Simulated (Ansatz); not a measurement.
HgS (P3₂21, No. 154) was calculated with PBEsol in Ansatz (PAW).

Numerical settings: plane-wave cutoff 520 eV, 12×12×4 k mesh (along the axes of the cell as run), Fermi–Dirac smearing 0.01 eV, scalar-relativistic PAW data made under PBE.

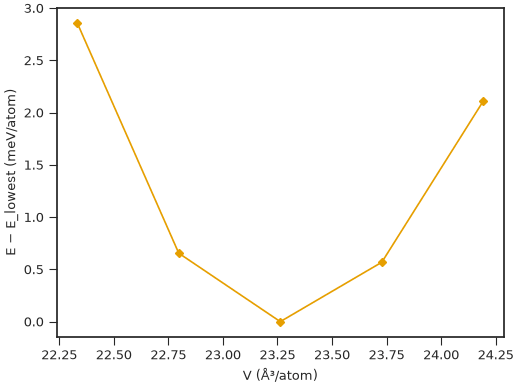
*Total energy against volume*

Question: From the curve, estimate the equilibrium volume and the bulk modulus.

Answer: V0 ≈ 23.3 Å³/atom and B0 ≈ 21 GPa; the fit gives V0 = 23.261 Å³/atom, B0 = 21.2 GPa, B′ = 10.6.

Shape and atoms are relaxed at each volume.

Note: the bulk modulus comes from volumes at which shape and atoms were relaxed.

Spin–orbit coupling is not included; it can shift volumes and moduli of such heavy elements.

Static lattice: no zero-point or thermal effects.

The result took roughly 13 core-minutes.

Ansatz is a quantum-chemistry and plane-wave program.
